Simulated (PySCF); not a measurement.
# triplet [NO2]− at 6 levels

Wanted: a comparison of 6 runs (UB3LYP/6-31G*, U-r2SCAN/def2-TZVPPD, U-wB97M-V/def2-TZVPPD, UBHLYP/def2-TZVPPD, UPBE0/def2-TZVPPD, USCS-MP2/def2-TZVPPD) of triplet [NO2]−. The job is set up through a Python script.

The calculation is run with PySCF 2.14.0.

1 further run of the same task is left out (set aside as unsound or not needed).

### Step 1. The molecule

The species is [NO2]− (3 atoms), meant as a triplet with charge -1. As SMILES of the parent species, `O=N[O-]`. Geometry: relaxed at GFN2-xTB. That shape belongs to the parent species and isn't relaxed for this state.

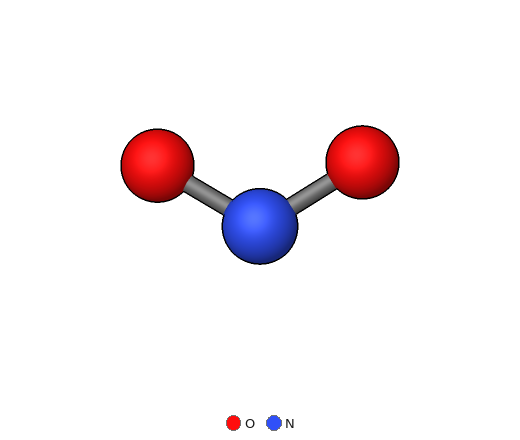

Viewed from a chosen angle; oxygen red, nitrogen blue.

### Step 2. The energy at UB3LYP/6-31G(d) (spherical functions) (run 1)

geometry.xyz

```xyz
3
NO2
O      0.332300     1.015250     0.295330
N      0.330220    -0.248730     0.154080
O     -0.662520    -0.766520    -0.449410
```

input.py

```python
from pyscf import gto, dft

mol = gto.M(
    atom='geometry.xyz',
    charge=-1,
    verbose=3,
    basis='6-31g*',
    max_memory=1860,
    spin=2,
)

mf = dft.UKS(mol, xc='b3lyp')
mf.conv_tol = 1e-10
mf.grids.level = 5
mf.kernel()
if not mf.converged:
    mf = mf.newton().run(mf.mo_coeff, mf.mo_occ)

e_final = mf.e_tot
print('Final energy', e_final)
```

On the command line:

```bash
$ OMP_NUM_THREADS=1 python input.py
```

The program printed:

```text
WARN: HOMO -0.11443615291987 >= LUMO -0.266511963344491

converged SCF energy = -205.035203942503  <S^2> = 2.0072807  2S+1 = 3.0048499
Final energy -205.03520394250341
```

Run time: 6 s. Hardware: 1 thread of Arm Neoverse V2, shared host; peak memory 0.26 GiB.

### Step 3. A single-point energy at U-r2SCAN/def2-TZVPPD (run 2)

job.py

```python
from pyscf import gto, dft

mol = gto.M(
    atom='''
O      0.627956     1.918544     0.558093
N      0.624025    -0.470032     0.291169
O     -1.251981    -1.448513    -0.849262
''',
    basis='def2-tzvppd',
    max_memory=1860,
    charge=-1,
    spin=2,
    verbose=3,
    unit='bohr',
)

mf = dft.UKS(mol)
mf.xc = 'r2scan'
mf.grids.level = 5
mf.conv_tol = 1e-10
mf.kernel()
if not mf.converged:
    mf = mf.newton().run(mf.mo_coeff, mf.mo_occ)

e_final = mf.e_tot
print('E(%s) = %.9f' % ('R2SCAN', e_final))
```

On the command line:

```bash
$ OMP_NUM_THREADS=1 python job.py
```

The program printed:

```text
WARN: HOMO -0.122795010918601 >= LUMO -0.269563654568202

WARN: HOMO 0.211681068050652 >= LUMO 0.181959599375515

WARN: HOMO 0.123113374371265 >= LUMO 0.0752222608498201

WARN: HOMO 0.121326691241379 >= LUMO 0.0799149623380231

WARN: HOMO 0.130227582462034 >= LUMO 0.0892426388077041

WARN: HOMO 0.127050960167374 >= LUMO 0.0868466320160266

WARN: HOMO 0.125561546708305 >= LUMO 0.0857206115496609

WARN: HOMO 0.125679152076401 >= LUMO 0.0859602345160653

WARN: HOMO 0.125650185590992 >= LUMO 0.0860390096061963

WARN: HOMO 0.125703189656953 >= LUMO 0.0861009407503701

WARN: HOMO 0.125716053031923 >= LUMO 0.086115198099499

WARN: HOMO 0.12571262319041 >= LUMO 0.0861108885945754

WARN: HOMO 0.125714915207645 >= LUMO 0.0861129652381294

converged SCF energy = -205.070182074868  <S^2> = 2.0124259  2S+1 = 3.0082725
E(R2SCAN) = -205.070182075
```

Run time: 52 s. Hardware: 1 thread of Arm Neoverse V2, shared host; peak memory 0.68 GiB.

Runs 3 to 5 aren't shown in full; the table further down has their settings and results.

### Step 4. A single-point energy at USCS-MP2/def2-TZVPPD (run 6)

run.py

```python
from pyscf import gto, scf, mp

mol = gto.Mole()
mol.atom = '''
O      0.627956     1.918544     0.558093
N      0.624025    -0.470032     0.291169
O     -1.251981    -1.448513    -0.849262
'''
mol.spin = 2
mol.charge = -1
mol.basis = 'def2-tzvppd'
mol.verbose = 3
mol.unit = 'bohr'
mol.max_memory = 1860
mol.build()

mf = scf.UHF(mol)
mf.conv_tol = 1e-10
mf.kernel()
if not mf.converged:
    mf = mf.newton().run(mf.mo_coeff, mf.mo_occ)

pt = mp.MP2(mf, frozen=3).run()
etot = mf.e_tot + 1.2 * pt.e_corr_os + pt.e_corr_ss / 3
print(f'total energy: {etot:.8f} hartree')
```

On the command line:

```bash
$ OMP_NUM_THREADS=1 python run.py
```

The program printed:

```text
WARN: HOMO -0.0326210366259261 >= LUMO -0.24084862367701

converged SCF energy = -204.111629907636  <S^2> = 2.0563168  2S+1 = 3.0373125
E(UMP2) = -204.763401458021  E_corr = -0.651771550384684
E(SCS-UMP2) = -204.736145218593  E_corr = -0.624515310956484
total energy: -204.73614522 hartree
```

It took 6.9 s on 1 thread of Arm Neoverse V2, shared host; peak memory 0.36 GiB.

### Step 5. All runs side by side

| run | level | nlc grid | integration grid | energy (Eh) | HOMO energy (eV) | LUMO energy (eV) | ⟨S²⟩ | wall time |
| --- | --- | --- | --- | --- | --- | --- | --- | --- |
| 1 | UB3LYP/6-31G* (spherical functions) | – | 5 | -205.035204 | 3.89 | 4.56 | 2.007 | 6 s |
| 2 | U-r2SCAN/def2-TZVPPD | – | 5 | -205.070182 | 3.42 | – | 2.012 | 52 s |
| 3 | U-wB97M-V/def2-TZVPPD | 1 | 5 | -205.106226 | -0.29 | 4.98 | 2.011 | 82 s |
| 4 | UBHLYP/def2-TZVPPD | – | 5 | -205.046656 | 0.25 | 4.24 | 2.025 | 24 s |
| 5 | UPBE0/def2-TZVPPD | – | 5 | -204.946092 | 2.08 | 3.17 | 2.013 | 25 s |
| 6 | USCS-MP2/def2-TZVPPD | – | – | -204.736145 | -2.89 | 6.50 | 2.056 | 6.9 s |

### Step 6. What came out

```
                                                         quantity          value
                                              run 6: total energy  -204.73615 Eh
run 6: HOMO energy (Hartree–Fock orbitals) (highest over α and β)       -2.89 eV
 run 6: LUMO energy (Hartree–Fock orbitals) (lowest over α and β)        6.50 eV
               run 6: correlation energy (3 core orbitals frozen)     -624.5 mEh
                         run 6: ⟨S²⟩ of the reference determinant          2.056
```

What this shows: Totals of different functionals can't be ranked against each other. In runs 1, 2, 4, 5 the HOMO lies above zero, so the outermost electron may be held by the basis alone. All runs together took 3.3 min, the longest 82 s.
